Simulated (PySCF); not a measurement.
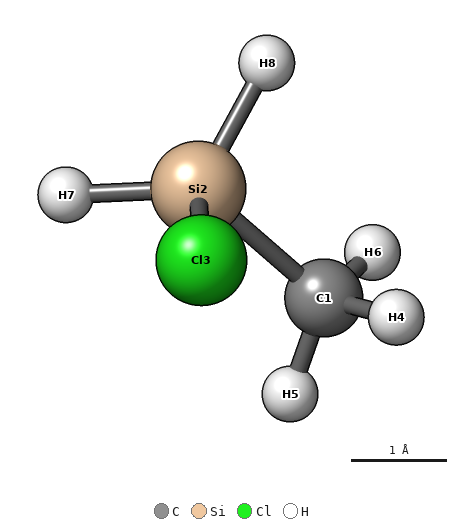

The structure as given in the input (ball-and-stick view, seen at a tilt; atoms are numbered from 1 in the order of the input). Bond lengths as drawn: Cl–Si 2.04 Å, C–H 1.05 to 1.11 Å, C–Si 1.93 Å and H–Si 1.44 to 1.53 Å.

NMR shielding calculation of CH₅ClSi

System: CH₅ClSi.
Method: GIAO PBE0/pcSseg-1 NMR shielding, non-relativistic, gas phase (PySCF 2.14.0).

The geometry comes from this level: GFN2-xTB, MD frame at 1500 fs, 450 K. Figures and captions count atoms from 1; the log counts them from 0 in places.

**Log**
```
coarse grid: 7440 points
cycle   1  E = -790.4318638377  dE =  1.758e-02  |g| = 3.631e-01  |ddm| = 2.356e+00
cycle   2  E = -790.4233069849  dE =  8.557e-03  |g| = 4.095e-01  |ddm| = 7.511e-01
cycle   3  E = -790.4670800974  dE = -4.377e-02  |g| = 1.740e-02  |ddm| = 3.960e-01
cycle   4  E = -790.4671313970  dE = -5.130e-05  |g| = 1.220e-02  |ddm| = 3.220e-02
cycle   5  E = -790.4671666083  dE = -3.521e-05  |g| = 1.450e-03  |ddm| = 1.353e-02
cycle   6  E = -790.4671670537  dE = -4.454e-07  |g| = 5.459e-04  |ddm| = 2.228e-03
final grid: 61744 points
cycle   7  E = -790.4825783772  dE = -1.403e-05  |g| = 4.653e-03  |ddm| = 1.073e-02
cycle   8  E = -790.4825768334  dE =  1.544e-06  |g| = 4.892e-03  |ddm| = 7.066e-03
cycle   9  E = -790.4825827357  dE = -5.902e-06  |g| = 4.781e-04  |ddm| = 4.085e-03
cycle  10  E = -790.4825827807  dE = -4.499e-08  |g| = 8.410e-05  |ddm| = 4.571e-04
cycle  11  E = -790.4825827824  dE = -1.708e-09  |g| = 1.997e-05  |ddm| = 1.225e-04
cycle  12  E = -790.4825827825  dE = -8.970e-11  |g| = 4.724e-06  |ddm| = 2.670e-05
```

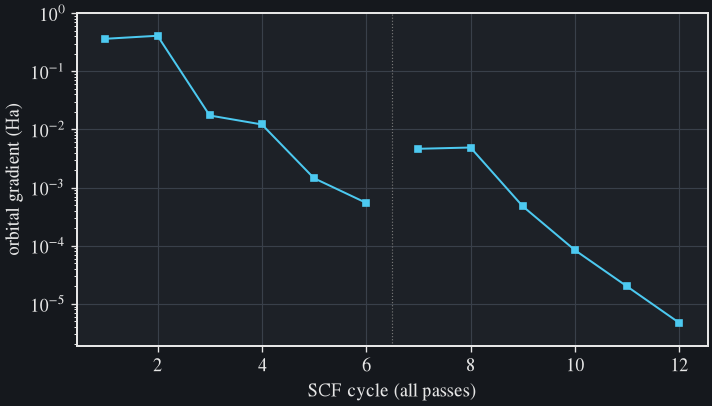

Convergence of the self-consistent field: orbital gradient against the SCF cycle. The dotted line marks the change from a coarse to the final integration grid. The first 6 cycles use a coarse grid, the final grid takes over at cycle 7, and the field converges after 12 cycles in all.

```
converged SCF energy = -790.4825827825

GIAO shielding tensors (ppm)
atom      isotropic    diamagn.    paramagn.     s11        s22        s33       span
  0 C      176.769     257.290     -80.521    150.774    179.321    200.213     49.440
  1 Si     360.236     879.759    -519.524    302.868    348.819    429.020    126.151
  2 Cl     964.715    1151.996    -187.281    921.497    970.674   1001.975     80.478
  3 H       30.594      34.864      -4.269     26.308     30.236     35.238      8.930
  4 H       30.179      29.995       0.184     26.698     27.457     36.382      9.685
  5 H       31.752      30.061       1.691     27.379     28.469     39.408     12.028
  6 H       26.506      27.302      -0.796     22.420     24.490     32.610     10.190
  7 H       25.539      27.603      -2.064     21.896     24.001     30.721      8.825
```

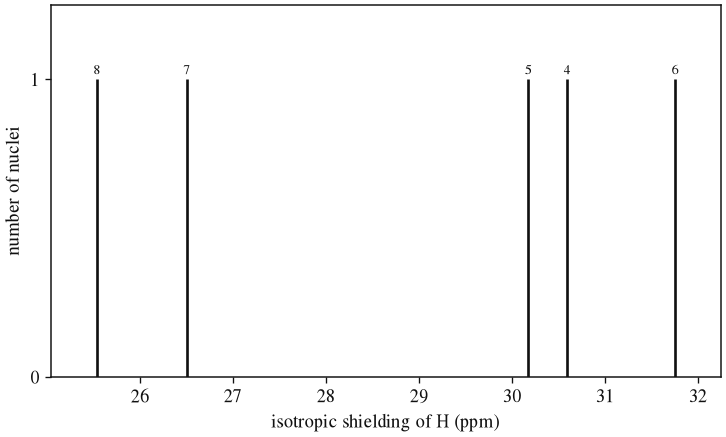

Isotropic shieldings of the hydrogen nuclei in this fixed geometry, labelled by atom number; shielding grows to the right, so chemical shift grows to the left. The least shielded is H8 (25.5 ppm), the most shielded H6 (31.8 ppm).

This output came from the following input.

**The input**
```
{"job": {"kind": "nmr", "xc": "PBE0", "basis": "pcSseg-1", "pop": false}, "charge": 0, "multiplicity": 1}
C      1.205341    -2.940174    -1.485439
Si     2.429623    -2.758202    -0.009162
Cl     2.094782    -0.799435     0.441730
H      0.330522    -2.295108    -1.254091
H      1.565419    -2.535946    -2.449136
H      0.830505    -3.922799    -1.567433
H      3.858235    -2.815799    -0.180170
H      1.796290    -3.821155     0.890909
```

The first line tells a small driver script what to run in PySCF; the rest is the geometry in Å.

Launch command:
```bash
OMP_NUM_THREADS=1 python <driver script> task.json out
```

**Results in brief**

| quantity | value |
| --- | --- |
| outcome | converged |
| total energy | −790.482583 hartree |
| HOMO | −8.49 eV |
| LUMO | −0.04 eV |
| dipole moment | 1.74 D |
| isotropic shielding, C | 176.8 ppm |
| isotropic shielding, Si | 360.2 ppm |
| isotropic shielding, Cl | 964.7 ppm |
| isotropic shielding, H | 25.5 to 31.8 ppm |
| hardware | 1 CPU thread, shared host |
| wall time | 3 s |
| peak memory | 0.42 GiB |
